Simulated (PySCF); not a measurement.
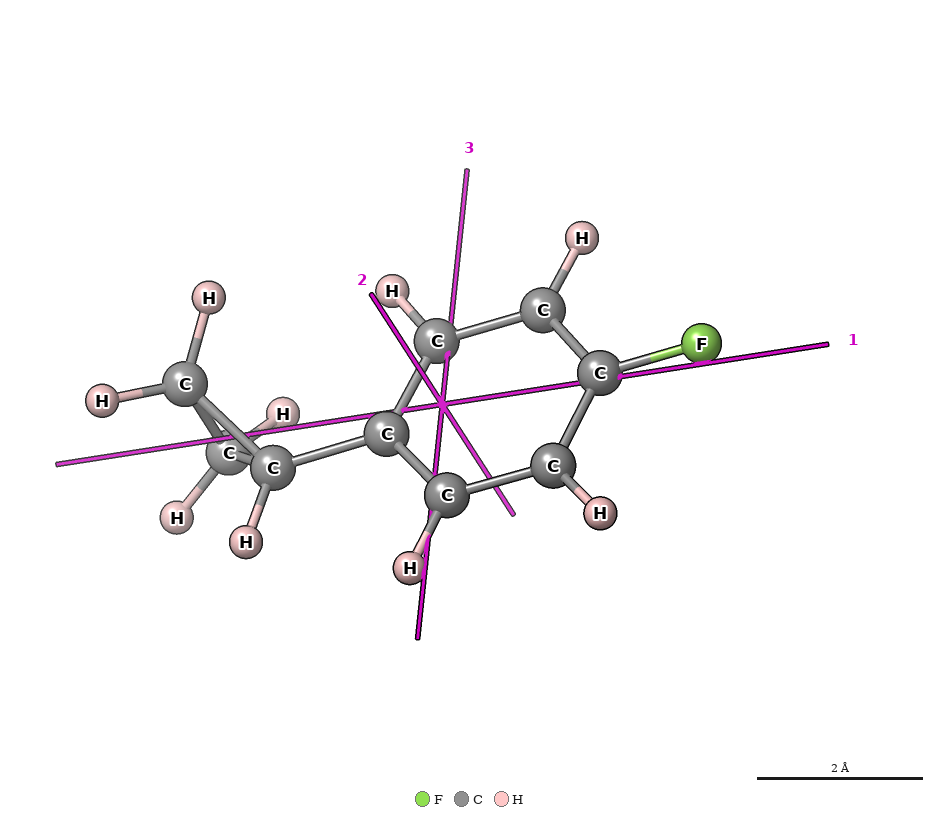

The three principal axes of inertia are drawn and numbered. Depth is shown by fading: the farther an atom, the more it takes the colour of the background. Computed geometry: PBE0-D3(BJ)/def2-SVP optimisation. No frequency run is at hand to confirm it as a minimum. Masses are those of the most abundant isotopes; constants are for the rigid equilibrium geometry.

**Which line is the a axis (least moment of inertia), which b and which c?**

a is line 1, b is line 3, c is line 2; the moments are 123, 692, 775 u Å².

**Classify the rotor and give the rotational constants (GHz).**

An asymmetric top (Cs): A = 4.12, B = 0.730, C = 0.652 GHz. Ray's parameter κ is −0.96, close to the prolate limit.
